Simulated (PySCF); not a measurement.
# Run report: CH3AlF2O, single-point calculation

System: CH3AlF2O, SMILES C[O][Al]([F])[F].
Method: BLYP/6-31G*, RKS (PySCF 2.14.0).

The geometry comes from this level: PBE0-D4/def2-TZVP.

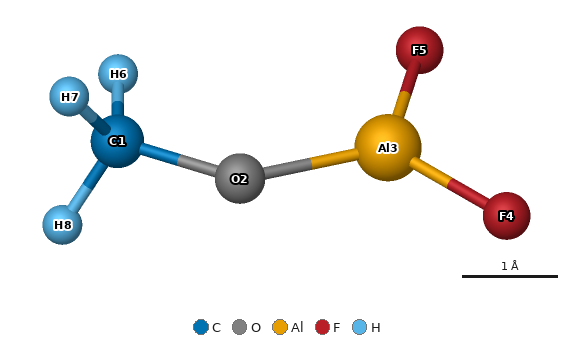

The structure (ball-and-stick view, seen at a tilt; atoms are numbered from 1 in the order of the input). Sticks mark near contacts. Bond lengths as drawn: Al–F 1.63 to 1.64 Å, Al–O 1.66 Å, C–H 1.09 to 1.10 Å and C–O 1.40 Å.

Key numbers:

| quantity | value |
| --- | --- |
| outcome | converged |
| total energy | −557.351916 hartree |
| basis functions | 80 |
| HOMO | −6.69 eV |
| LUMO | −1.54 eV |
| dipole moment | 1.99 D |
| hardware | 1 thread of Intel Xeon @ 2.70GHz, 189 GiB of memory available, shared host |
| wall time | 19 s |
| peak memory | 0.41 GiB |

Input file (run.py):
```python
from pyscf import gto, dft

mol = gto.Mole()
mol.atom = '''
C   -0.239000   0.900700   0.881500
O   -0.459800  -0.316300   0.222600
Al   0.227600  -1.156300  -1.035300
F   -0.392600  -2.602700  -1.474500
F    1.520300  -0.581200  -1.861800
H    0.609600   1.454200   0.465200
H   -0.042800   0.715700   1.941600
H   -1.131100   1.528900   0.804800
'''
mol.charge = 0
mol.basis = '6-31g*'
mol.verbose = 3
mol.max_memory = 1860
mol.build()

calc0 = dft.RKS(mol)
calc0.xc = 'blyp'
calc0.conv_tol = 1e-10
calc0.grids.level = 5
calc0.kernel()
if not calc0.converged:
    calc0 = calc0.newton().run(calc0.mo_coeff, calc0.mo_occ)

etot = calc0.e_tot
print(f'total energy: {etot:.8f} hartree')
```

Run as:
```bash
OMP_NUM_THREADS=1 python run.py
```

The program's output:
```
converged SCF energy = -557.351915719111
total energy: -557.35191572 hartree
```

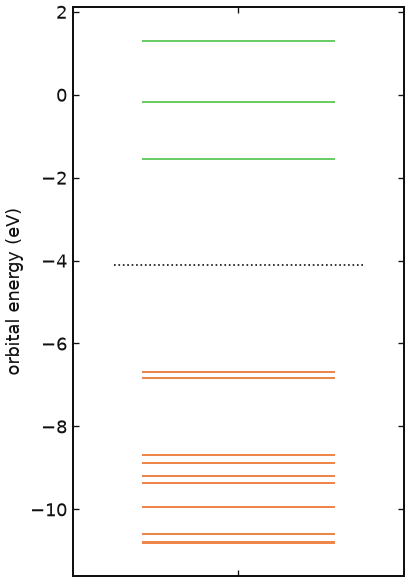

Orbital energies near the frontier; the dotted line parts filled from empty levels, and levels within 0.02 eV of each other stand side by side. Highest filled −6.69 eV, lowest empty −1.54 eV, 5.15 eV apart.
